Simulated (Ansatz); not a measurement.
## Run report: HfN3H7BrCl, nudged elastic band

System: HfN3H7BrCl.
Method: RKS PBE/def2-SVP (Ansatz 0.2.0).

It belongs to a series of runs on one base structure; here: band between the two ends. Figures and captions count atoms from 1; the log counts them from 0 in places.

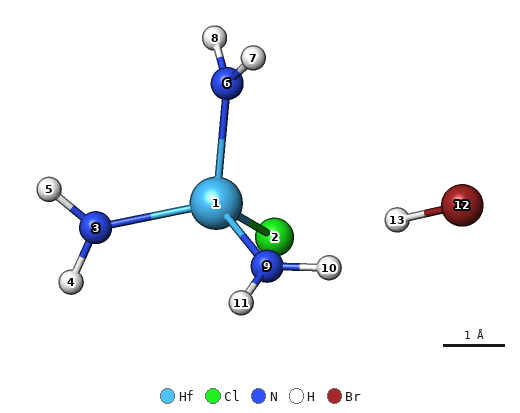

The starting structure (ball-and-stick view, seen at a tilt; atoms are numbered from 1 in the order of the input). Sticks mark near contacts.

### The input
```yaml
crystal:
  periodic: [false, false, false]
  atoms:
    - { symbol: Hf, position_ang: [0.092174, 0.062157, -0.034599] }
    - { symbol: Cl, position_ang: [0.125509, 0.108384, 2.414941] }
    - { symbol: "N", position_ang: [1.982576, -0.025539, -0.777208] }
    - { symbol: H, position_ang: [2.686086, -0.708517, -0.46796] }
    - { symbol: H, position_ang: [2.422087, 0.600021, -1.459794] }
    - { symbol: "N", position_ang: [-0.746835, 1.736033, -0.826596] }
    - { symbol: H, position_ang: [-1.532715, 1.794858, -1.482938] }
    - { symbol: H, position_ang: [-0.528139, 2.687795, -0.504329] }
    - { symbol: "N", position_ang: [-0.913941, -1.534485, -0.781185] }
    - { symbol: H, position_ang: [-1.868348, -1.750114, -0.46027] }
    - { symbol: H, position_ang: [-0.610655, -2.266075, -1.432752] }
    - { symbol: Br, position_ang: [-3.450195, -0.479205, 1.908534] }
    - { symbol: H, position_ang: [-2.086105, -0.225313, 2.377056] }
basis:
  gaussian: { orbitals: def2-SVP }
hamiltonian:
  xc: pbe
neb:
  order_check: false
  images: 5
  f_tol: 0.05
  max_iterations: 60
  final_atoms:
    - { symbol: Hf, position_ang: [-0.60905446, -0.2915738, -0.22024222] }
    - { symbol: Cl, position_ang: [0.38274372, 1.64229254, 2.77019262] }
    - { symbol: "N", position_ang: [1.39658138, -0.40706973, 0.06289689] }
    - { symbol: H, position_ang: [2.10446283, -0.98157088, -0.40546622] }
    - { symbol: H, position_ang: [1.84266399, 0.13263618, 0.81759824] }
    - { symbol: "N", position_ang: [-1.05612905, 1.53442671, -0.99082151] }
    - { symbol: H, position_ang: [-2.01971916, 1.86635651, -1.12957391] }
    - { symbol: H, position_ang: [-0.41773028, 2.31526659, -1.17816697] }
    - { symbol: "N", position_ang: [-1.05308796, -1.61694637, -1.69088589] }
    - { symbol: H, position_ang: [-1.00734735, -2.63707845, -1.56884063] }
    - { symbol: H, position_ang: [-1.37140083, -1.41951635, -2.64547714] }
    - { symbol: Br, position_ang: [-2.02320002, -0.88447814, 1.89928254] }
    - { symbol: H, position_ang: [-0.59728381, 0.74725518, 2.75240421] }
  initial_path:
    images:
      - { positions_ang: [[0.092174, 0.062157, -0.034599], [0.125509, 0.108384, 2.414941], [1.982576, -0.025539, -0.777208], [2.686086, -0.708517, -0.46796], [2.422087, 0.600021, -1.459794], [-0.746835, 1.736033, -0.826596], [-1.532715, 1.794858, -1.482938], [-0.528139, 2.687795, -0.504329], [-0.913941, -1.534485, -0.781185], [-1.868348, -1.750114, -0.46027], [-0.610655, -2.266075, -1.432752], [-3.450195, -0.479205, 1.908534], [-2.086105, -0.225313, 2.377056]] }
      - { positions_ang: [[0.06087508, 0.04070864, -0.02144533], [0.0694484, 0.07669041, 2.56813668], [2.01921477, -0.02483436, -0.75184686], [2.65259975, -0.78783924, -0.60191522], [2.48267712, 0.69649634, -1.26355447], [-0.83685751, 1.75928031, -0.80285404], [-1.69957363, 1.78240624, -1.33940743], [-0.5146822, 2.69910893, -0.61067675], [-0.95831339, -1.62327292, -0.76623361], [-1.77782828, -1.96975448, -0.32831786], [-0.74012148, -2.19601261, -1.54319763], [-3.25407375, -0.31063533, 1.57569052], [-1.93186589, -0.14234193, 2.35852199]] }
      - { positions_ang: [[0.02957617, 0.01926028, -0.00829165], [0.01338779, 0.04499682, 2.72133237], [2.05585354, -0.02412972, -0.72648572], [2.61911351, -0.86716148, -0.73587043], [2.54326725, 0.79297168, -1.06731495], [-0.92688003, 1.78252762, -0.77911209], [-1.86643227, 1.76995447, -1.19587685], [-0.50122541, 2.71042285, -0.7170245], [-1.00268578, -1.71206083, -0.75128222], [-1.68730855, -2.18939496, -0.19636572], [-0.86958795, -2.12595021, -1.65364325], [-3.05795249, -0.14206565, 1.24284704], [-1.77762678, -0.05937087, 2.33998798]] }
      - { positions_ang: [[-0.00172275, -0.00218808, 0.00486202], [-0.04267281, 0.01330323, 2.87452805], [2.09249231, -0.02342508, -0.70112458], [2.58562726, -0.94648371, -0.86982565], [2.60385737, 0.88944702, -0.87107542], [-1.01690254, 1.80577493, -0.75537013], [-2.0332909, 1.75750271, -1.05234628], [-0.48776861, 2.72173678, -0.82337225], [-1.04705816, -1.80084875, -0.73633083], [-1.59678883, -2.40903544, -0.06441358], [-0.99905443, -2.05588782, -1.76408888], [-2.86183124, 0.02650402, 0.91000355], [-1.62338767, 0.0236002, 2.32145397]] }
      - { positions_ang: [[-0.20416665, -0.09864999, -0.07017273], [0.0991327, 0.55629966, 2.83974957], [1.860522, -0.15130663, -0.44645076], [2.42523912, -0.95817944, -0.71503917], [2.35012624, 0.63717674, -0.3081842], [-1.02997804, 1.71532553, -0.83385392], [-2.02876699, 1.79378731, -1.07808882], [-0.4644225, 2.58624671, -0.94163716], [-1.0490681, -1.73954796, -1.05451585], [-1.40030834, -2.48504978, -0.56588926], [-1.12316989, -1.84376399, -2.05788497], [-2.5822875, -0.2771567, 1.23976322], [-1.28135305, 0.26481853, 2.46510405]] }
      - { positions_ang: [[-0.40661056, -0.19511189, -0.14520748], [0.24093821, 1.0992961, 2.8049711], [1.62855169, -0.27918818, -0.19177693], [2.26485097, -0.96987516, -0.5602527], [2.09639512, 0.38490646, 0.25470702], [-1.04305354, 1.62487612, -0.91233772], [-2.02424307, 1.83007191, -1.10383137], [-0.44107639, 2.45075665, -1.05990207], [-1.05107803, -1.67824717, -1.37270087], [-1.20382784, -2.56106411, -1.06736495], [-1.24728536, -1.63164017, -2.35168106], [-2.30274376, -0.58081742, 1.56952288], [-0.93931843, 0.50603685, 2.60875413]] }
      - { positions_ang: [[-0.60905446, -0.2915738, -0.22024222], [0.38274372, 1.64229254, 2.77019262], [1.39658138, -0.40706973, 0.06289689], [2.10446283, -0.98157088, -0.40546622], [1.84266399, 0.13263618, 0.81759824], [-1.05612905, 1.53442671, -0.99082151], [-2.01971916, 1.86635651, -1.12957391], [-0.41773028, 2.31526659, -1.17816697], [-1.05308796, -1.61694637, -1.69088589], [-1.00734735, -2.63707845, -1.56884063], [-1.37140083, -1.41951635, -2.64547714], [-2.02320002, -0.88447814, 1.89928254], [-0.59728381, 0.74725518, 2.75240421]] }
```

Hardware: 4 threads of Arm Neoverse V2, 24 GiB of memory available, shared host.

Command:
```bash
ansatz run input.yaml --threads 4 --pin off --max-ram 5120MiB --backend cpu --events-out ev --progress --plain --runs-dir out
```

### Log
```
Engine: ansatz 0.2.0, aarch64-unknown-linux-gnu
Functional definition: PBE
  parameter kappa = 0.804
  parameter beta = 0.06672455060314922
  exchange = pbe_x(kappa = kappa, mu = beta*pi^2/3)
  correlation = pbe_c(beta = beta)
1776 factors; their error is unknown
mean field evaluation 1: about -88403.9768 eV, gradient 1.1e2 eV
mean field evaluation 2: about -88232.9259 eV, gradient 2.6e2 eV
mean field evaluation 4: about -88428.1774 eV, gradient 2.0e1 eV
mean field evaluation 8: about -88429.3017 eV, gradient 2.5e-1 eV
mean field evaluation 16: about -88429.1488 eV, gradient 4.3e-3 eV
mean field -88429.14881797 eV, -3249.7112796304 hartree, gradient 2.3e-5 eV, S^2 0.000000; 0 other end points of the search recorded, 0 dependent functions left out
the calculation of the forces begins
reference -88429.14890550 eV, -3249.7112828471 hartree; 46, 46 occupied and 113, 113 virtual orbitals, 1776 factors
1776 factors; their error is unknown
mean field evaluation 32: about -88429.2732 eV, gradient 1.1e-1 eV
mean field -88429.12283647 eV, -3249.7103248281 hartree, gradient 2.1e-5 eV, S^2 0.000000; 0 other end points of the search recorded, 0 dependent functions left out
[... from here on the field's lines of each further geometry are left out, up to the last ...]
NEB iter   1: max|band force component| = 4.236e0 eV/Å  barrier→ = 2.4878 eV  barrier← = 2.4618 eV  Δτ_max = 0.2000 Å  (230 SCF iters)
NEB iter   2: max|band force component| = 1.753e0 eV/Å  barrier→ = 0.9803 eV  barrier← = 0.9543 eV  Δτ_max = 0.2000 Å  (177 SCF iters)
NEB iter   3: max|band force component| = 1.206e0 eV/Å  barrier→ = 0.6801 eV  barrier← = 0.6542 eV  Δτ_max = 0.1967 Å  (176 SCF iters)
NEB iter   4: max|band force component| = 9.001e-1 eV/Å  barrier→ = 0.5395 eV  barrier← = 0.5135 eV  Δτ_max = 0.2000 Å  (172 SCF iters)
NEB iter   5: max|band force component| = 5.414e-1 eV/Å  barrier→ = 0.4550 eV  barrier← = 0.4290 eV  Δτ_max = 0.2000 Å  (167 SCF iters)
NEB iter   6: max|band force component| = 2.730e-1 eV/Å  barrier→ = 0.3133 eV  barrier← = 0.2873 eV  CI = image 3  Δτ_max = 0.1977 Å  (164 SCF iters)
NEB iter   7: max|band force component| = 4.960e-1 eV/Å  barrier→ = 0.2646 eV  barrier← = 0.2386 eV  CI = image 3  Δτ_max = 0.0998 Å  (163 SCF iters)
NEB iter   8: max|band force component| = 2.580e-1 eV/Å  barrier→ = 0.2338 eV  barrier← = 0.2079 eV  CI = image 3  Δτ_max = 0.1004 Å  (154 SCF iters)
NEB iter   9: max|band force component| = 2.654e-1 eV/Å  barrier→ = 0.2125 eV  barrier← = 0.1866 eV  CI = image 3  Δτ_max = 0.0499 Å  (153 SCF iters)
NEB iter  10: max|band force component| = 2.238e-1 eV/Å  barrier→ = 0.2035 eV  barrier← = 0.1775 eV  CI = image 3  Δτ_max = 0.0501 Å  (155 SCF iters)
NEB iter  11: max|band force component| = 2.180e-1 eV/Å  barrier→ = 0.1965 eV  barrier← = 0.1705 eV  CI = image 3  Δτ_max = 0.0505 Å  (155 SCF iters)
NEB iter  12: max|band force component| = 1.138e-1 eV/Å  barrier→ = 0.1918 eV  barrier← = 0.1658 eV  CI = image 3  Δτ_max = 0.0499 Å  (156 SCF iters)
NEB iter  13: max|band force component| = 2.067e-1 eV/Å  barrier→ = 0.1886 eV  barrier← = 0.1626 eV  CI = image 3  Δτ_max = 0.0250 Å  (154 SCF iters)
NEB iter  14: max|band force component| = 9.677e-2 eV/Å  barrier→ = 0.1877 eV  barrier← = 0.1617 eV  CI = image 3  Δτ_max = 0.0504 Å  (156 SCF iters)
NEB iter  15: max|band force component| = 2.488e-1 eV/Å  barrier→ = 0.1875 eV  barrier← = 0.1615 eV  CI = image 3  Δτ_max = 0.0250 Å  (154 SCF iters)
NEB iter  16: max|band force component| = 6.871e-2 eV/Å  barrier→ = 0.1873 eV  barrier← = 0.1614 eV  CI = image 3  Δτ_max = 0.0499 Å  (155 SCF iters)
NEB iter  17: max|band force component| = 5.645e-2 eV/Å  barrier→ = 0.1873 eV  barrier← = 0.1613 eV  CI = image 3  Δτ_max = 0.0499 Å  (158 SCF iters)
the calculation of the forces begins
reference -88429.08658743 eV, -3249.7089927003 hartree; 46, 46 occupied and 113, 113 virtual orbitals, 1776 factors
1776 factors; their error is unknown
mean field evaluation 896: about -88420.6019 eV, gradient 5.4e1 eV
mean field -88428.96146473 eV, -3249.7043945261 hartree, gradient 2.3e-5 eV, S^2 0.000000; 1 other end points of the search recorded, 0 dependent functions left out
the calculation of the forces begins
reference -88428.96155283 eV, -3249.7043977637 hartree; 46, 46 occupied and 113, 113 virtual orbitals, 1776 factors
NEB iter  18: max|band force component| = 4.528e-2 eV/Å  barrier→ = 0.1874 eV  barrier← = 0.1614 eV  CI = image 3  Δτ_max = 0.0000 Å  (425 SCF iters)
```

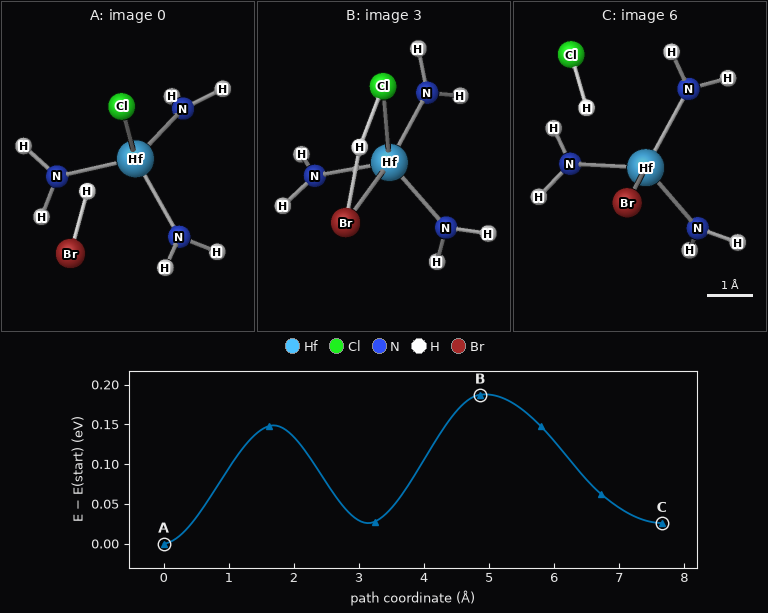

Images of the last band (counted from 0; ball-and-stick, seen at a tilt) above the energy along the path; the line is a cubic interpolation that uses the forces. The highest image is number 3, 0.187 eV above the start and 0.161 eV above the end (the climbing image); the end lies 0.026 eV above the start. A further maximum stands at image 1, 0.148 eV from the start, so the path isn't one elementary step. The path is 7.65 Å long. The band converged in 18 iterations.

```
Total energy: -88428.96155283 eV, -3249.7043977637 hartree
Atom 0 at    -0.393618    -0.042274     0.051663 Å, force     0.007187    -0.002083     0.000745 eV/Å
Atom 1 at     0.285347     0.360328     2.634185 Å, force     0.005988    -0.008218    -0.002938 eV/Å
Atom 2 at     1.621338    -0.056488    -0.264624 Å, force     0.008740     0.006522    -0.000391 eV/Å
Atom 3 at     2.109611    -0.639023    -0.953235 Å, force    -0.004931    -0.002495    -0.003760 eV/Å
Atom 4 at     2.324755     0.467103     0.271060 Å, force    -0.003668    -0.000072     0.002176 eV/Å
Atom 5 at    -0.972149     1.568858    -1.028726 Å, force    -0.002435     0.007149    -0.002957 eV/Å
Atom 6 at    -1.937361     1.922100    -1.017122 Å, force    -0.003442    -0.004140     0.002353 eV/Å
Atom 7 at    -0.397849     2.175861    -1.621438 Å, force     0.002895    -0.004710     0.001381 eV/Å
Atom 8 at    -0.905336    -1.655446    -1.072796 Å, force    -0.001778    -0.005213    -0.004790 eV/Å
Atom 9 at    -0.751872    -2.637025    -0.808513 Å, force     0.004024     0.001571     0.007265 eV/Å
Atom 10 at    -1.422927    -1.643159    -1.958299 Å, force    -0.001029     0.004112    -0.001107 eV/Å
Atom 11 at    -2.741654    -0.063819     1.695576 Å, force     0.003121     0.003936     0.002400 eV/Å
Atom 12 at    -1.246784     0.242984     2.545167 Å, force    -0.014673     0.003642    -0.000378 eV/Å
Dipole moment:     0.260017    -0.086765    -0.501388 e Å
this run last wrote the band of iteration 18 to [file]
```

### The last band as extended XYZ (Å, eV, eV/Å)
```
13
Properties=species:S:1:pos:R:3:forces:R:3 image=0 energy=-88429.14882
Hf    0.0922    0.0622   -0.0346   -0.0033  -0.0087   0.0100
Cl    0.1255    0.1084    2.4149    0.0038   0.0040  -0.0063
N     1.9826   -0.0255   -0.7772   -0.0221  -0.0103   0.0142
H     2.6861   -0.7085   -0.4680    0.0102  -0.0083   0.0030
H     2.4221    0.6000   -1.4598    0.0115   0.0156  -0.0184
N    -0.7468    1.7360   -0.8266    0.0050   0.0020   0.0082
H    -1.5327    1.7949   -1.4829   -0.0073  -0.0007  -0.0095
H    -0.5281    2.6878   -0.5043    0.0015   0.0070   0.0010
N    -0.9139   -1.5345   -0.7812    0.0242  -0.0078  -0.0225
H    -1.8683   -1.7501   -0.4603   -0.0159  -0.0010   0.0110
H    -0.6107   -2.2661   -1.4328   -0.0049   0.0117   0.0112
Br   -3.4502   -0.4792    1.9085    0.0204   0.0021   0.0047
H    -2.0861   -0.2253    2.3771   -0.0231  -0.0056  -0.0065
13
Properties=species:S:1:pos:R:3:forces:R:3 image=1 energy=-88429.00086
Hf    0.1140   -0.0305   -0.0628   -0.0043   0.0030  -0.0015
Cl    0.0767   -0.0044    2.3784   -0.0019  -0.0004  -0.0063
N     2.0374   -0.0001   -0.7294   -0.0034   0.0141   0.0052
H     2.5526   -0.8005   -1.1143    0.0063  -0.0075   0.0053
H     2.6638    0.8140   -0.7452    0.0048  -0.0058  -0.0196
N    -0.8222    1.6404   -0.7588   -0.0063  -0.0031   0.0003
H    -1.8048    1.6747   -1.0563    0.0047  -0.0020  -0.0088
H    -0.4311    2.5845   -0.8586    0.0038   0.0051   0.0132
N    -0.8118   -1.6959   -0.7749   -0.0019   0.0095   0.0284
H    -1.4684   -2.2808   -0.2431   -0.0084   0.0006  -0.0115
H    -0.8053   -2.0214   -1.7487    0.0083  -0.0079  -0.0084
Br   -3.5623    0.0211    1.8787    0.0046  -0.0018   0.0047
H    -2.1671    0.0991    2.3077   -0.0063  -0.0040  -0.0011
13
Properties=species:S:1:pos:R:3:forces:R:3 image=2 energy=-88429.12122
Hf    0.0013   -0.0293    0.0313    0.0169   0.0077   0.0129
Cl    0.0992   -0.0079    2.4937   -0.0098  -0.0160  -0.0148
N     1.9293   -0.0043   -0.5892   -0.0060  -0.0083  -0.0114
H     2.3906   -0.6331   -1.2536    0.0204  -0.0051  -0.0092
H     2.6314    0.6369   -0.1979    0.0183   0.0102  -0.0243
N    -0.8479    1.5796   -0.8773    0.0077   0.0119  -0.0002
H    -1.8087    1.8870   -0.6760   -0.0039  -0.0097   0.0115
H    -0.4295    2.2256   -1.5546    0.0005   0.0121   0.0229
N    -0.7909   -1.6796   -0.8553    0.0066   0.0263   0.0097
H    -0.7583   -2.6378   -0.4860    0.0274  -0.0192  -0.0188
H    -1.4287   -1.6635   -1.6594   -0.0222  -0.0375   0.0322
Br   -3.3655    0.1968    1.7216   -0.0278   0.0318  -0.0052
H    -2.0508    0.1296    2.3757   -0.0281  -0.0043  -0.0052
13
Properties=species:S:1:pos:R:3:forces:R:3 image=3 energy=-88428.96147
Hf   -0.3936   -0.0423    0.0517    0.0072  -0.0021   0.0007
Cl    0.2853    0.3603    2.6342    0.0060  -0.0082  -0.0029
N     1.6213   -0.0565   -0.2646    0.0087   0.0065  -0.0004
H     2.1096   -0.6390   -0.9532   -0.0049  -0.0025  -0.0038
H     2.3248    0.4671    0.2711   -0.0037  -0.0001   0.0022
N    -0.9721    1.5689   -1.0287   -0.0024   0.0071  -0.0030
H    -1.9374    1.9221   -1.0171   -0.0034  -0.0041   0.0024
H    -0.3978    2.1759   -1.6214    0.0029  -0.0047   0.0014
N    -0.9053   -1.6554   -1.0728   -0.0018  -0.0052  -0.0048
H    -0.7519   -2.6370   -0.8085    0.0040   0.0016   0.0073
H    -1.4229   -1.6432   -1.9583   -0.0010   0.0041  -0.0011
Br   -2.7417   -0.0638    1.6956    0.0031   0.0039   0.0024
H    -1.2468    0.2430    2.5452   -0.0147   0.0036  -0.0004
13
Properties=species:S:1:pos:R:3:forces:R:3 image=4 energy=-88429.00106
Hf   -0.4840   -0.0855    0.0121   -0.0044  -0.0032   0.0115
Cl    0.3021    0.8534    2.6351    0.0033   0.0489  -0.0006
N     1.5535   -0.1913   -0.1397    0.0132  -0.0057   0.0122
H     2.0453   -0.7166   -0.8712   -0.0174  -0.0102   0.0087
H     2.2544    0.2364    0.4768   -0.0229  -0.0211   0.0166
N    -0.9929    1.5800   -1.0144    0.0035   0.0151  -0.0185
H    -1.9614    1.9197   -1.0743   -0.0084  -0.0074  -0.0032
H    -0.3819    2.2239   -1.5270   -0.0013  -0.0006   0.0093
N    -0.9568   -1.5950   -1.2584   -0.0074  -0.0335  -0.0291
H    -0.8099   -2.5879   -1.0318    0.0016   0.0126  -0.0087
H    -1.4292   -1.5447   -2.1665   -0.0016   0.0252  -0.0164
Br   -2.5449   -0.4786    1.7730    0.0252  -0.0352   0.0073
H    -1.0228    0.3863    2.6592    0.0164   0.0151   0.0110
13
Properties=species:S:1:pos:R:3:forces:R:3 image=5 energy=-88429.08650
Hf   -0.5427   -0.1605   -0.0604   -0.0064  -0.0068  -0.0047
Cl    0.2503    1.3265    2.5909   -0.0011   0.0426  -0.0051
N     1.4905   -0.3230   -0.0305   -0.0064  -0.0085   0.0111
H     2.0539   -0.8632   -0.6956    0.0010  -0.0131   0.0142
H     2.1144    0.1120    0.6590   -0.0112  -0.0111   0.0116
N    -1.0268    1.5710   -1.0003   -0.0012   0.0008  -0.0028
H    -1.9916    1.9159   -1.0877   -0.0038  -0.0035  -0.0009
H    -0.3935    2.2766   -1.3917   -0.0024   0.0025   0.0094
N    -0.9977   -1.5611   -1.4507   -0.0048   0.0013  -0.0167
H    -0.8974   -2.5692   -1.2718   -0.0073   0.0019  -0.0169
H    -1.3925   -1.4340   -2.3875    0.0028   0.0070  -0.0145
Br   -2.2493   -0.8341    1.8758    0.0262  -0.0273   0.0104
H    -0.8463    0.5432    2.7234    0.0145   0.0143   0.0049
13
Properties=species:S:1:pos:R:3:forces:R:3 image=6 energy=-88429.12284
Hf   -0.6091   -0.2916   -0.2202   -0.0156  -0.0022   0.0128
Cl    0.3827    1.6423    2.7702   -0.0014   0.0008  -0.0015
N     1.3966   -0.4071    0.0629   -0.0025  -0.0050  -0.0058
H     2.1045   -0.9816   -0.4055    0.0052   0.0039   0.0010
H     1.8427    0.1326    0.8176    0.0021  -0.0013   0.0023
N    -1.0561    1.5344   -0.9908    0.0038  -0.0059   0.0004
H    -2.0197    1.8664   -1.1296    0.0018   0.0048  -0.0034
H    -0.4177    2.3153   -1.1782   -0.0026   0.0053   0.0013
N    -1.0531   -1.6169   -1.6909    0.0129  -0.0013  -0.0019
H    -1.0073   -2.6371   -1.5688   -0.0011  -0.0008  -0.0041
H    -1.3714   -1.4195   -2.6455   -0.0085  -0.0023   0.0035
Br   -2.0232   -0.8845    1.8993    0.0037   0.0025  -0.0086
H    -0.5973    0.7473    2.7524    0.0023   0.0015   0.0039
```

### Results in brief

| quantity | value |
| --- | --- |
| outcome | converged |
| barrier, forward | 0.187 eV |
| barrier, backward | 0.161 eV |
| wall time | 3.8 min (CPU time 14 min) |
| peak memory | 0.26 GiB |

The order of the saddle point was not checked.
